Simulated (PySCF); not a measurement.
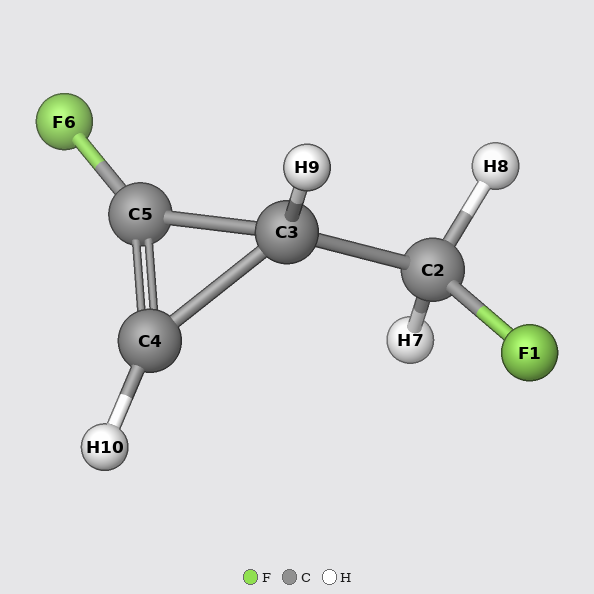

The geometry was computed by an optimisation with GFN2-xTB. No frequency run is at hand to confirm it as a minimum. Method: B3LYP/pcJ-1 indirect spin-spin coupling, non-relativistic, gas phase (PySCF 2.14.0). Isotopes: 13C, 19F, 1H.

Give the spin–spin coupling constants of these pairs, with the number of bonds between them: F1/C2, F1/H8, F1/C3, F1/H7, F1/H9, F6/H10, F6/H9.

| pair | bonds apart | J (Hz) |
| --- | --- | --- |
| F1, C2 | 1 | −224.5 |
| F1, H8 | 2 | 55.0 |
| F1, C3 | 2 | 25.8 |
| F1, H7 | 2 | 52.7 |
| F1, H9 | 3 | 4.5 |
| F6, H10 | 3 | −6.9 |
| F6, H9 | 3 | −4.6 |

Density functionals are unreliable for couplings to fluorine, so those rows may be far off.
